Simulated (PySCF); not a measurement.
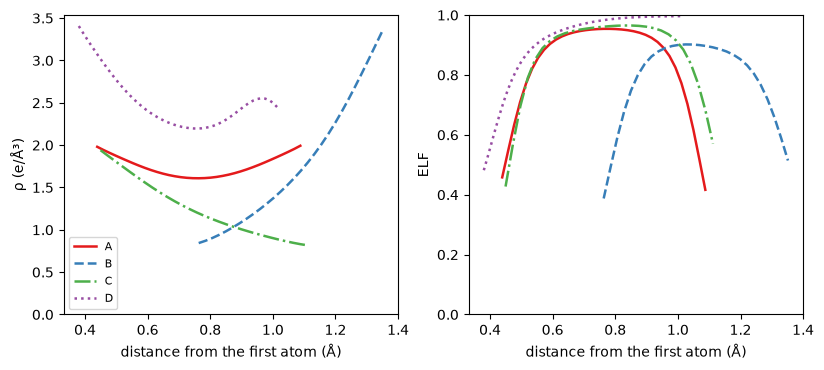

Figure 1: C$_{5}$H$_{15}$NSi$_{2}$. Total electron density and electron localisation function along straight lines between neighbouring atoms. The curves leave out the atomic cores.

Geometry: PBE0-D3(BJ)/def2-SVP.

Method: PySCF 2.14.0, PBE0/pcSseg-1, SCF density, gas phase, non-relativistic.

Input file:

```
{"job": {"kind": "nmr", "xc": "PBE0", "basis": "pcSseg-1"}, "charge": 0, "multiplicity": 1}
C     -2.486311     1.410098     0.564692
C     -1.658784     0.135384     0.724103
C     -1.757929    -0.776729    -0.495946
Si     0.138680     0.544729     1.153574
C      1.092617     1.412732    -0.235455
C      2.568804     0.973095    -0.163718
Si     2.615181    -0.842885     0.368585
N      1.138460    -0.884577     1.295449
H     -2.134376     2.012311    -0.290119
H     -3.548946     1.179089     0.379844
H     -2.438384     2.049737     1.460393
H     -2.044521    -0.416123     1.603546
H     -1.406607    -0.265194    -1.407688
H     -2.799559    -1.088053    -0.682086
H     -1.147335    -1.684866    -0.376595
H      0.121697     1.366130     2.413301
H      0.986657     2.509093    -0.197747
H      0.647288     1.090797    -1.193457
H      3.110625     1.162235    -1.104673
H      3.095692     1.545953     0.619285
H      2.605256    -1.789469    -0.796634
H      3.828206    -1.176333     1.183024
H      0.891175    -1.664907     1.893376
```

Run with:

```sh
OMP_NUM_THREADS=1 python probes_run.py task.json out
```

Q: Which curve belongs to which contact (C–C, C–Si, N–H and Si–N)? The first atom named is at distance zero.

A: Curve A: C–C (1.53 Å): ρ at the midpoint is about 1.6 e/Å³; the ELF peaks at about 0.95 between the atoms; a covalent bond. Curve B: Si–N (1.74 Å): the density is about 1 e/Å³ at the midpoint; the ELF peaks at about 0.90 between the atoms; a polar covalent bond. Curve C: C–Si (1.89 Å): ρ at the midpoint is about 0.95 e/Å³; the ELF peaks at about 0.95 between the atoms; a shared electron pair. Curve D: N–H (1.01 Å): the density is about 2.7 e/Å³ at the midpoint; the ELF climbs to about 1 towards the hydrogen, as it does in any bond to H; a covalent bond by its length.
